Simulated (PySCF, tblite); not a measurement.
# C10H4S4: excited states

Aim: compute the excited states of C10H4S4 (`c1cc2c(s1)sc1sc3sccc3c12`).

Computed with tblite 0.8.0 and PySCF 2.14.0 and routines of our own; the level stands in each step. Atoms count from 0.

## (1) The starting structure

18 atoms, charge 0, multiplicity 1; geometry from: force field or distance geometry start.

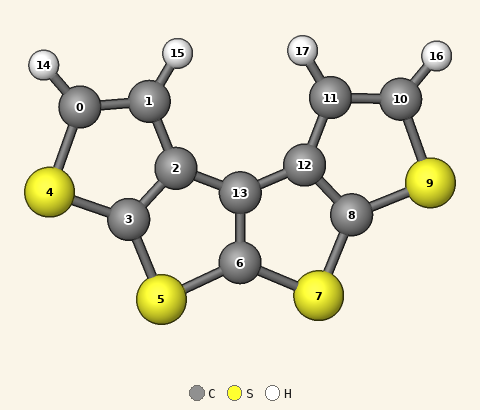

The starting geometry (carbon grey, sulfur yellow, hydrogen white).

## (2) Optimising the geometry with GFN2-xTB

Job settings and geometry (Å):

```
{"job": {"kind": "relax", "xc": "GFN2-xTB", "basis": "xTB"}, "charge": 0, "multiplicity": 1}
C     -3.258600     0.737500    -0.047300
C     -1.898600     0.931500    -0.152500
C     -1.246000    -0.299300     0.081200
C     -2.079000    -1.329800     0.315500
S     -3.696300    -0.910600     0.313600
S     -1.280000    -2.802600     0.584000
C      0.201400    -2.003900     0.359000
S      1.814600    -2.525100     0.404400
C      2.311600    -0.953500     0.060000
S      3.805800    -0.247800    -0.143400
C      3.058800     1.297000    -0.430900
C      1.671500     1.238800    -0.356900
C      1.285900    -0.069600    -0.066100
C      0.071900    -0.681200     0.096800
H     -4.053300     1.486200    -0.160500
H     -1.434600     1.882400    -0.343500
H      3.685500     2.163300    -0.627100
H      1.030700     2.093100    -0.504800
```

On the command line:

```
$ OMP_NUM_THREADS=1 python excited_run.py task.json out
```

This one command runs all jobs of the session in turn.

Output:

```text
step      E/eV     max force
  0    -990.31253    2.673
  1    -990.65255    1.258
  2    -990.77239    0.605
  3    -990.80652    0.457
  4    -990.84638    0.315
  5    -990.86874    0.352
  6    -990.88026    0.292
  7    -990.88419    0.166
  8    -990.88699    0.173
  9    -990.88942    0.161
 10    -990.89204    0.145
 11    -990.89486    0.151
 12    -990.89831    0.153
 13    -990.90166    0.175
 14    -990.90457    0.188
 15    -990.90783    0.177
 16    -990.91232    0.243
 17    -990.91758    0.240
 18    -990.92141    0.126
 19    -990.92272    0.067
 20    -990.92306    0.057
 21    -990.92335    0.047
 22    -990.92364    0.036
 23    -990.92382    0.022
 24    -990.92391    0.016
 25    -990.92395    0.017
 26    -990.92398    0.011
 27    -990.92399    0.004
```

Wall time 0.63 s (1 thread of Arm Neoverse N1, shared host); peak memory 0.17 GiB.

Relaxation path:

| step | energy from step 0 (eV) | largest force (eV/Å) |
| --- | --- | --- |
| 0 | 0.0000 | 2.6726 |
| 1 | -0.3400 | 1.2580 |
| 2 | -0.4599 | 0.6046 |
| 3 | -0.4940 | 0.4573 |
| 4 | -0.5338 | 0.3154 |
| 5 | -0.5562 | 0.3524 |
| 6 | -0.5677 | 0.2917 |
| 7 | -0.5717 | 0.1665 |
| 8 | -0.5745 | 0.1734 |
| 9 | -0.5769 | 0.1611 |
| 10 | -0.5795 | 0.1451 |
| 11 | -0.5823 | 0.1513 |
| 12 | -0.5858 | 0.1527 |
| 13 | -0.5891 | 0.1746 |
| 14 | -0.5920 | 0.1877 |
| 15 | -0.5953 | 0.1774 |
| 16 | -0.5998 | 0.2433 |
| 17 | -0.6051 | 0.2404 |
| 18 | -0.6089 | 0.1257 |
| 19 | -0.6102 | 0.0667 |
| 20 | -0.6105 | 0.0568 |
| 21 | -0.6108 | 0.0471 |
| 22 | -0.6111 | 0.0358 |
| 23 | -0.6113 | 0.0220 |
| 24 | -0.6114 | 0.0164 |
| 25 | -0.6114 | 0.0173 |
| 26 | -0.6114 | 0.0108 |
| 27 | -0.6115 | 0.0045 |

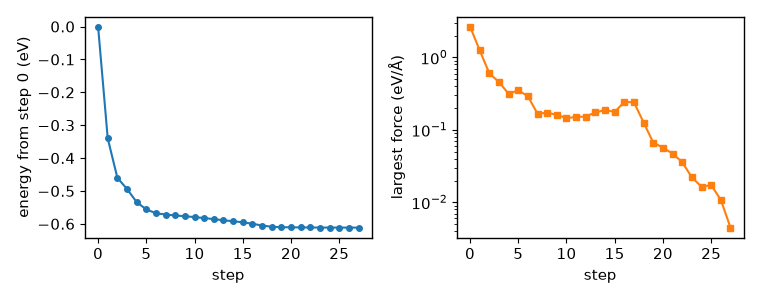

Energy and largest force along the relaxation.

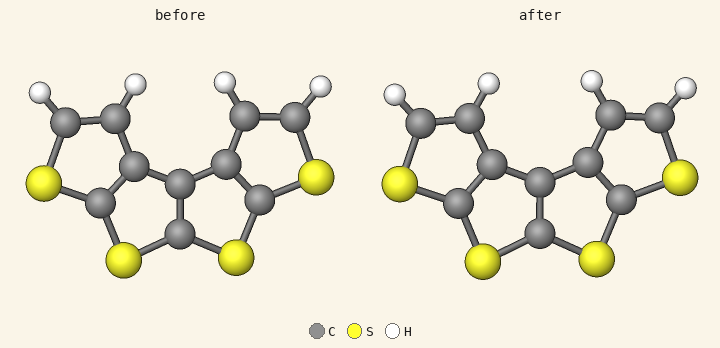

Before and after, at one scale.

Distances of close pairs at the start and the end, largest changes first:

| bond | before (Å) | after (Å) | change (Å) |
| --- | --- | --- | --- |
| C8–S9 | 1.665 | 1.721 | +0.056 |
| C12–C13 | 1.369 | 1.422 | +0.053 |
| S7–C8 | 1.684 | 1.735 | +0.051 |
| C3–S4 | 1.671 | 1.721 | +0.050 |
| C2–C13 | 1.372 | 1.422 | +0.050 |
| C2–C3 | 1.346 | 1.389 | +0.044 |
| C6–S7 | 1.696 | 1.738 | +0.042 |
| S5–C6 | 1.698 | 1.738 | +0.040 |

The next job starts from the end point, and lists it.

## (3) Infrared spectrum with GFN2-xTB

Job settings and geometry (Å):

```
{"job": {"kind": "ir", "xc": "GFN2-xTB", "basis": "xTB"}, "charge": 0, "multiplicity": 1}
C     -3.390445     0.711669    -0.033992
C     -2.057893     0.930882    -0.134703
C     -1.306691    -0.252762     0.071917
C     -2.130325    -1.342035     0.326584
S     -3.802763    -0.936349     0.315284
S     -1.298202    -2.840568     0.594534
C      0.198478    -1.989223     0.359221
S      1.837921    -2.563654     0.405958
C      2.357728    -0.945607     0.057284
S      3.920670    -0.255158    -0.147702
C      3.189118     1.291561    -0.430512
C      1.836334     1.274556    -0.370392
C      1.332465    -0.019393    -0.086943
C      0.062998    -0.635845     0.091710
H     -4.186215     1.421442    -0.142741
H     -1.620929     1.889156    -0.346388
H      3.830787     2.127400    -0.626615
H      1.218206     2.140245    -0.520825
```

Output:

```text
mode    cm-1     km/mol
  1      73.4      0.33
  2      92.9      0.00
  3     137.6      0.07
  4     161.9      0.00
  5     201.9      0.18
  6     259.6      0.00
  7     294.3      0.00
  8     303.6      1.67
  9     318.2      2.09
 10     379.6      0.46
 11     400.1      0.00
 12     421.6      0.10
 13     422.0      0.01
 14     480.4      0.43
 15     499.7      0.44
 16     515.8      0.09
 17     580.9      0.01
 18     638.2      2.02
 19     655.8      1.20
 20     674.2      0.09
 21     706.2      1.36
 22     734.2      0.60
 23     747.2      0.01
 24     748.9     25.98
 25     804.0      0.09
 26     815.9      0.02
 27     821.8      7.17
 28     823.9     50.04
 29     936.1      0.32
 30    1012.8     22.00
 31    1050.5      9.60
 32    1059.8      4.52
 33    1073.7      3.05
 34    1087.7      0.24
 35    1118.9      2.80
 36    1191.2      6.46
 37    1264.8     15.74
 38    1377.0     18.31
 39    1387.0      9.77
 40    1394.3     10.54
 41    1456.7      0.01
 42    1503.2      8.01
 43    1517.1     10.75
 44    1557.5      0.11
 45    3138.7      1.20
 46    3140.9     11.94
 47    3165.1      4.26
 48    3165.3      6.25
```

It took 2.3 s on 1 thread of Arm Neoverse N1, shared host; peak memory 0.17 GiB.

Which atoms move in the most intense modes:

| cm⁻¹ | km/mol | atoms |
| --- | --- | --- |
| 749 | 26.0 | H14 37 %, H16 35 % |
| 824 | 50.0 | C10 30 %, C0 29 % |
| 1013 | 22.0 | C6 62 % |
| 1265 | 15.7 | C13 17 %, C11 12 %, C1 12 % |
| 1377 | 18.3 | C6 37 %, C13 30 % |
| 1394 | 10.5 | C2 21 %, C12 20 %, C3 14 %, C8 13 % |
| 1517 | 10.8 | C1 23 %, C11 23 %, C0 17 %, C10 17 % |
| 3141 | 11.9 | H15 54 %, H17 34 % |

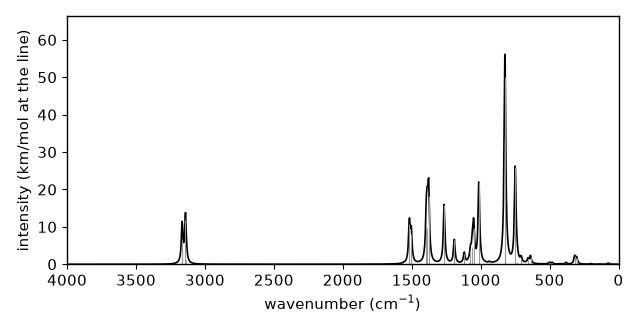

The infrared spectrum from these modes, unscaled. Lines are broadened to a width of 14 cm⁻¹ (Lorentzian).

## (4) Excited states: TDA B3LYP/def2-SVP

The job, as its differences from that of step 3:

```diff
@@ -1,2 +1,2 @@
-{"job": {"kind": "ir", "xc": "GFN2-xTB", "basis": "xTB"}, "charge": 0, "multiplicity": 1}
+{"job": {"kind": "states", "xc": "B3LYP", "basis": "def2-SVP", "tda": true, "soc": true, "nstates": 6, "ntriplets": 4, "nquad": 4}, "charge": 0, "multiplicity": 1}
 C     -3.390445     0.711669    -0.033992
```

Method: TDA B3LYP/def2-SVP excited states, vertical, gas phase, spin-orbit mean-field couplings.

Output:

```text
coarse grid: 19840 points
cycle   1  E = -1975.1993782826  dE =  3.201e+00  |g| = 4.761e-01  |ddm| = 6.241e+00
cycle   2  E = -1975.0361079399  dE =  1.633e-01  |g| = 8.790e-01  |ddm| = 1.927e+00
cycle   3  E = -1975.2578965909  dE = -2.218e-01  |g| = 1.429e-01  |ddm| = 1.554e+00
cycle   4  E = -1975.2632009332  dE = -5.304e-03  |g| = 5.143e-02  |ddm| = 2.754e-01
cycle   5  E = -1975.2637651313  dE = -5.642e-04  |g| = 2.053e-02  |ddm| = 8.106e-02
cycle   6  E = -1975.2638781427  dE = -1.130e-04  |g| = 7.169e-03  |ddm| = 3.569e-02
cycle   7  E = -1975.2638921146  dE = -1.397e-05  |g| = 1.442e-03  |ddm| = 1.032e-02
cycle   8  E = -1975.2638926271  dE = -5.125e-07  |g| = 2.449e-04  |ddm| = 1.712e-03
final grid: 180552 points
cycle   9  E = -1975.4861025030  dE = -4.551e-05  |g| = 4.870e-03  |ddm| = 6.944e-02
cycle  10  E = -1975.4860895564  dE =  1.295e-05  |g| = 8.198e-03  |ddm| = 1.612e-02
cycle  11  E = -1975.4861083499  dE = -1.879e-05  |g| = 1.522e-03  |ddm| = 1.350e-02
cycle  12  E = -1975.4861090165  dE = -6.666e-07  |g| = 3.941e-04  |ddm| = 2.774e-03
cycle  13  E = -1975.4861090556  dE = -3.913e-08  |g| = 7.666e-05  |ddm| = 5.625e-04
cycle  14  E = -1975.4861090568  dE = -1.226e-09  |g| = 3.967e-05  |ddm| = 1.356e-04
cycle  15  E = -1975.4861090572  dE = -3.811e-10  |g| = 1.460e-05  |ddm| = 5.984e-05
converged SCF energy = -1975.4861090572

Singlet excitations
state   eV       nm        f     d(h-e)  d(exc)  Lambda  PR(NTO)  |dmu|/D   mu/D   main configurations
  1   4.6200   268.4   0.01209   0.108   4.311   0.722   2.011    0.083    1.442   H->L+1 0.55, H-1->L 0.38
  2   4.6901   264.4   0.00117   0.318   4.371   0.835   1.260    0.745    0.775   H->L 0.84
  3   4.7980   258.4   0.01364   0.947   4.668   0.760   1.850    1.951    0.432   H-1->L+1 0.66, H->L+2 0.29
  4   4.9289   251.5   0.02787   0.719   4.947   0.737   1.926    1.511    0.010   H-1->L 0.50, H->L+1 0.26, H-1->L+2 0.14
  5   5.2582   235.8   0.39770   0.635   4.402   0.626   1.629                     H-1->L+2 0.74, H->L+1 0.13
  6   5.3123   233.4   0.04357   0.258   4.463   0.779   2.100                     H-2->L 0.47, H->L+2 0.34

Triplet excitations (Tamm-Dancoff)
state   eV     d(h-e)  d(exc)  Lambda  PR(NTO)   main configurations
  1   3.4278   0.305   3.116   0.820   1.604   H->L 0.60, H-1->L+1 0.18, H-2->L 0.09
  2   3.5804   0.008   3.144   0.778   1.758   H-1->L 0.67, H-2->L+1 0.19, H->L+1 0.08
  3   3.7749   0.094   3.262   0.794   2.385   H-1->L+1 0.52, H->L 0.22, H-2->L 0.11
  4   4.0157   0.628   3.694   0.690   1.348   H->L+1 0.83
S1 - T1 = 1.1922 eV

Spin-orbit couplings |<S|Hso|T>| (cm-1)
             T1       T2       T3       T4
S0        0.028    0.142    0.050    0.105
S1        0.081    0.006    0.015    0.003
S2        0.008    0.066    0.003    0.066
S3        0.009    0.030    0.012    0.025
S4        0.092    0.005    0.150    0.008
S5        0.018    0.052    0.247    0.052
S6        0.090    0.158    0.055    0.224
T1 sublevels (cm-1): 0.000 0.000 0.000   radiative rates (1/s): 0.000594 0.000423 0.0025
```

Wall time 2.4 min (1 thread of Arm Neoverse N1, shared host); peak memory 0.94 GiB.

From this job:

| quantity | value |
| --- | --- |
| S1 less T1 | 1.19 eV |

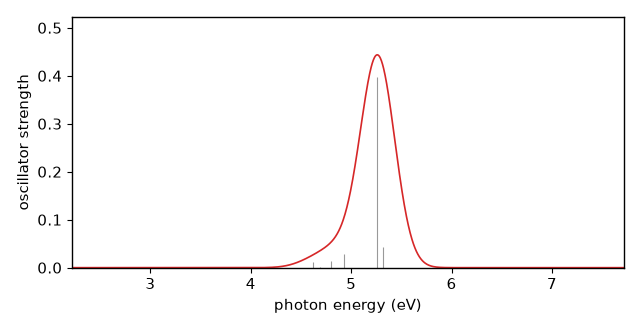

Absorption lines of the singlets. Lines are broadened to a width of 0.40 eV (Gaussian).

## (5) Outcome

| quantity | value |
| --- | --- |
| strongest single infrared mode (GFN2-xTB) | 824 cm⁻¹, 50 km/mol |
| zero-point energy (GFN2-xTB) | 66.2 kcal/mol |
| S1 less T1 (step 4, TDA B3LYP/def2-SVP) | 1.19 eV |

What this shows: No mode is imaginary among the 48: a minimum at this level. Unscaled tight-binding wavenumbers are off by several per cent, some by more. Its intensities can rank the bands wrongly. In step 4, the number of triplets below S1 is at least 4, and the largest singlet-triplet spin-orbit coupling is S5–T3, 0.25 cm⁻¹.
